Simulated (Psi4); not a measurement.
# C2F3Si (SMILES [C]#C[Si](F)(F)F): UB3LYP/6-31G(d) (spherical functions)

Aim: the vertical doublet–quartet gap of C2F3Si at UB3LYP/6-31G* (spherical functions), from 2 runs. 

Program for the calculation: Psi4 1.11.

1 further run of the same task is left out (set aside as unsound or not needed).

### 1 Starting point

C2F3Si has 6 atoms, charge 0, and is taken as a doublet. As SMILES, `[C]#C[Si](F)(F)F`. The coordinates come from a PBE0-D4/def2-TZVP relaxation.

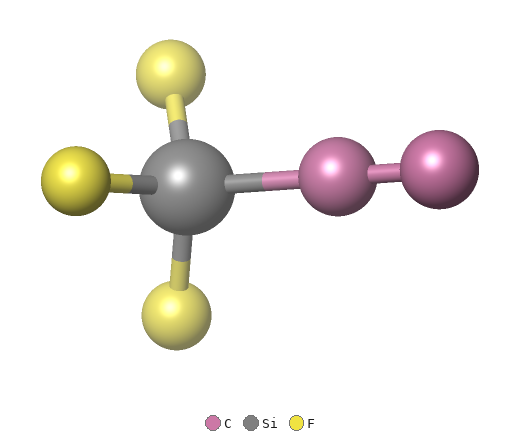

Viewed from a chosen angle; carbon pink, silicon grey, fluorine yellow.

### 2 Energy and forces at UB3LYP/6-31G(d) (spherical functions)

The input, c2f3si.dat:

```
memory 2200 MB

molecule geom {
  0 2
  C     -0.62398757    -4.46202133     1.32885541
  C     -0.31331659    -2.29563930     0.67368736
  Si     0.14853247     0.92294224    -0.29971056
  F     -1.91221387     1.71246981    -2.27693101
  F      2.81777062     1.25572301    -1.54201652
  F     -0.03741658     2.74558309     2.02880997
  units au
  symmetry c1
  no_reorient
  no_com
}

set basis 6-31G*
set reference uks
set puream true
set e_convergence 1e-09
set d_convergence 1e-08
set scf_type pk
set dft_radial_points 99
set dft_spherical_points 590
set maxiter 100

gradient('b3lyp')
print_variables()
```

Run with:

```bash
$ psi4 -i c2f3si.dat -o c2f3si.out -n 1
```

c2f3si.out, shortened:

```text
[...]
  Running in c1 symmetry.
[...]
  Nuclear repulsion =  286.699050401280147
[...]
  Multiplicity = 2
[...]
  Nalpha       = 27
  Nbeta        = 26
[...]
    Number of basis functions: 88
[...]
   @UKS iter   1:  -664.98675586881097   -4.73341e-01   8.76728e-03 DIIS/ADIIS
[...]
   @UKS iter  13:  -665.23257553646226   -2.81943e-11   8.76791e-09 DIIS
[...]
   @S^2 Observed:                7.754019056E-01
[...]
    Orbital Energies [Eh]
    ---------------------
    Alpha Occupied:
       1A    -66.258853     2A    -24.717980     3A    -24.717953
       4A    -24.717940     5A    -10.282166     6A    -10.216496
       7A     -5.402999     8A     -3.762996     9A     -3.762996
      10A     -3.760901    11A     -1.239423    12A     -1.211006
      13A     -1.210981    14A     -0.796671    15A     -0.617075
      16A     -0.537542    17A     -0.524834    18A     -0.524822
      19A     -0.470121    20A     -0.470117    21A     -0.458797
      22A     -0.447558    23A     -0.447540    24A     -0.428884
      25A     -0.409052    26A     -0.336854    27A     -0.336853
    Alpha Virtual:
[...]
  @UKS Final Energy:  -665.23257553646226
   => Energetics <=
    Nuclear Repulsion Energy =            286.6990504012801466
    One-Electron Energy =               -1491.6360780526765666
    Two-Electron Energy =                 590.8133845669544826
    DFT Exchange-Correlation Energy =     -51.1089324520203263
    Empirical Dispersion Energy =           0.0000000000000000
    VV10 Nonlocal Energy =                  0.0000000000000000
    Total Energy =                       -665.2325755364622637
[...]
 Multipole Moments:
 ------------------------------------------------------------------------------------
     Multipole            Electronic (a.u.)      Nuclear  (a.u.)        Total (a.u.)
 ------------------------------------------------------------------------------------
 L = 1.  Multiply by 2.5417464519 to convert [e a0] to [Debye]
 Dipole X            :         -4.3396826            4.2688912           -0.0707915
 Dipole Y            :        -24.2929377           23.7992108           -0.4937269
 Dipole Z            :          8.4414308           -8.2919293            0.1495015
 Magnitude           :                                                    0.5206999
[...]
  -Total Gradient:
     Atom            X                  Y                   Z
    ------   -----------------  -----------------  -----------------
       1        0.002599556177     0.018121619350    -0.005480570695
       2       -0.002170181322    -0.015148983567     0.004579744457
       3        0.001843012234     0.012667032282    -0.003780738386
       4        0.011805911738    -0.004112402504     0.011136868613
       5       -0.015201424638    -0.001515439065     0.006944864481
       6        0.001116016027    -0.010054137710    -0.013438806948
[...]
```

Wall time 17 s (1 thread of Intel Xeon 6975P-C (Granite Rapids), shared host); peak memory 0.99 GiB.

### 3 The quartet at the same level

The input, input.inp:

```
memory 2.2 GB

molecule geom {
  0 4
  C     -0.330200    -2.361200     0.703200
  C     -0.165800    -1.214800     0.356500
  Si     0.078600     0.488400    -0.158600
  F     -1.011900     0.906200    -1.204900
  F      1.491100     0.664500    -0.816000
  F     -0.019800     1.452900     1.073600
  symmetry c1
  no_reorient
  no_com
}

set globals {
  basis                6-31G*
  reference            uks
  puream               true
  e_convergence        1e-09
  d_convergence        1e-08
  scf_type             pk
  dft_radial_points    99
  dft_spherical_points 590
  maxiter              100
}

E, wfn = gradient("b3lyp", return_wfn=True)
oeprop(wfn, "QUADRUPOLE", "LOWDIN_CHARGES", "MULLIKEN_CHARGES")
```

Run with:

```bash
$ psi4 -i input.inp -o input.out -n 1
```

input.out, shortened:

```text
[...]
  Running in c1 symmetry.
[...]
  Nuclear repulsion =  286.699050461002571
[...]
  Multiplicity = 4
[...]
  Nalpha       = 28
  Nbeta        = 25
[...]
    Number of basis functions: 88
[...]
   @UKS iter   1:  -664.84654852241704   -3.33134e-01   7.71177e-03 DIIS/ADIIS
[...]
   @UKS iter  70:  -665.04808887705360   -1.59162e-12   9.14129e-10 DIIS
[...]
   @S^2 Observed:                3.761481779E+00
[...]
  @UKS Final Energy:  -665.04808887705360
   => Energetics <=
    Nuclear Repulsion Energy =            286.6990504610025710
    One-Electron Energy =               -1491.5798208694429832
    Two-Electron Energy =                 590.9889055108927778
    DFT Exchange-Correlation Energy =     -51.1562239795059597
    Empirical Dispersion Energy =           0.0000000000000000
    VV10 Nonlocal Energy =                  0.0000000000000000
    Total Energy =                       -665.0480888770536012
[...]
  -Total Gradient:
     Atom            X                  Y                   Z
    ------   -----------------  -----------------  -----------------
       1        0.032907592713     0.229350875652    -0.068757663330
       2       -0.033927221775    -0.235470485131     0.068133361062
       3        0.004422151849     0.032293453079    -0.013312341866
       4        0.012326820577    -0.009171142791     0.016834350807
       5       -0.017669281318    -0.004995047448     0.012287694305
       6        0.001932799551    -0.012050809471    -0.015223668576
[...]
 Multipole Moments:
 ------------------------------------------------------------------------------------
     Multipole            Electronic (a.u.)      Nuclear  (a.u.)        Total (a.u.)
 ------------------------------------------------------------------------------------
 L = 1.  Multiply by 2.5417464519 to convert [e a0] to [Debye]
 Dipole X            :         -4.3735404            4.2688913           -0.1046490
 Dipole Y            :        -24.5225194           23.7992108           -0.7233086
 Dipole Z            :          8.4964511           -8.2919293            0.2045219
 Magnitude           :                                                    0.7589176
 L = 2.  Multiply by 1.3450342976 to convert [e a0^2] to [Debye ang]
 Quadrupole XX       :       -136.4137348          107.6141717          -28.7995631
 Quadrupole XY       :        -24.0138728           24.3892679            0.3753951
[...]
```

Wall time 59 s (1 thread of Intel Xeon 6975P-C (Granite Rapids), shared host); peak memory 0.99 GiB.

### 4 Results

At UB3LYP/6-31G* (spherical functions):

```
                                        quantity          value
                           doublet: total energy  -665.23258 Eh
                          doublet: dipole moment         1.32 D
     doublet: HOMO energy (highest over α and β)       -8.81 eV
      doublet: LUMO energy (lowest over α and β)       -5.71 eV
                                   doublet: ⟨S²⟩          0.775
               doublet: largest force on an atom     0.983 eV/Å
                           quartet: total energy  -665.04809 Eh
                          quartet: dipole moment         1.93 D
     quartet: HOMO energy (highest over α and β)       -3.94 eV
                                   quartet: ⟨S²⟩          3.761
               quartet: largest force on an atom    12.725 eV/Å
vertical energy of the quartet above the doublet       5.020 eV
```

At this shape the quartet lies 5.02 eV (116 kcal/mol) above the doublet. The largest force (doublet) is 0.98 eV/Å: the shape isn't a stationary point for this species at this level. Mulliken charges (quartet) run from -0.37 on F6 to +1.14 on Si3; they depend strongly on the basis.
